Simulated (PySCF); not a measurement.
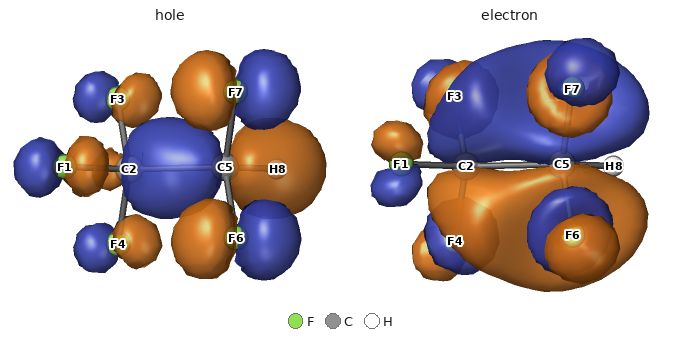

Figure. C2HF5, SMILES `FC(F)(F)C(F)F`. Leading natural transition orbital pair of S₁ (TDA singlet states); the surfaces enclose about 85 % of each orbital's density.

Method: CAM-B3LYP/def2-SVP; geometry: GFN2-xTB; program: PySCF. No frequency check shows the geometry to be a minimum. Without diffuse functions Rydberg states are missing, so the states' numbers hold for this basis only.

Cartesian coordinates (Å):

```
F1       0.7764    0.0007    1.3123
C2       0.6175    0.0000   -0.0034
F3       1.2340   -1.0760   -0.4958
F4       1.2345    1.0752   -0.4969
C5      -0.8724   -0.0007   -0.4281
F6      -1.4838    1.0854    0.0683
F7      -1.4844   -1.0844    0.0693
H8      -0.9610   -0.0043   -1.5261
```

Question: Give its energy and the atoms that hole and electron lie on.

Answer: 10.72 eV (116 nm), f = 0.002; the leading pair carries 99 %; hole on F6 and F7 (20 % each), C5 (20 %) and C2 (13 %), electron on C5 (33 %), C2 (17 %) and F6 and F7 (13 % each); their centroids lie 0.3 Å apart. In canonical orbitals it is mainly HOMO → LUMO+1 (97 %). The HOMO–LUMO gap is 14.70 eV.
